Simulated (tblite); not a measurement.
# C3H11GeN: the cost of one run

Programs: tblite 0.8.0 and PySCF 2.14.0, with density-fitted response routines of our own. Each step states its level of theory. These are calculated values for one molecule in the gas phase, unless marked as measured. Atoms are numbered from 0 throughout.

### 1 The starting structure

16 atoms, charge 0, multiplicity 1; geometry from: force field or distance geometry start.

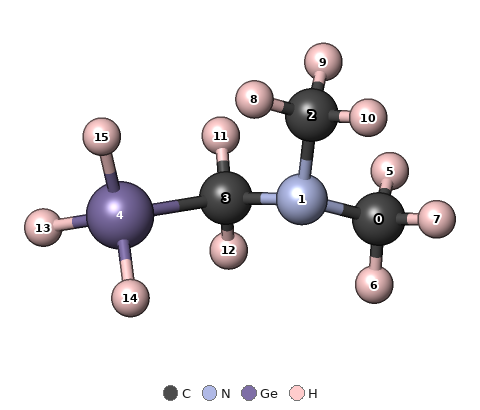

The starting geometry (carbon dark grey, nitrogen light blue, germanium purple, hydrogen pink), atoms numbered.

### 2 Optimising the geometry with GFN2-xTB

The job: settings as JSON, then the geometry in Å.

```
{"job": {"kind": "relax", "xc": "GFN2-xTB", "basis": "xTB"}, "charge": 0, "multiplicity": 1}
C     -1.452700     0.956000    -0.915900
N     -0.294400     0.591500    -0.115800
C     -0.660400     0.546100     1.320300
C      0.232300    -0.715000    -0.552200
Ge     2.102500    -0.924000    -0.013600
H     -2.268500     0.189800    -0.842800
H     -1.167300     1.078200    -1.984300
H     -1.859000     1.944200    -0.577600
H      0.212200     0.293100     1.948900
H     -1.480300    -0.195800     1.507300
H     -1.025800     1.549600     1.642200
H     -0.369200    -1.568500    -0.129700
H      0.211900    -0.801700    -1.642900
H      2.681800    -2.207200    -0.674200
H      2.904500     0.316000    -0.512400
H      2.224900    -1.043500     1.531200
```

Command:

```
$ OMP_NUM_THREADS=1 python probes_run.py task.json out
```

The driver reads the jobs from task.json and runs them one after another.

**Question.** How long does this first job take on 1 thread of Intel Xeon at 2.50GHz, shared host, and how much memory does it need?

About 1.4 s, with a peak of 0.18 GiB.
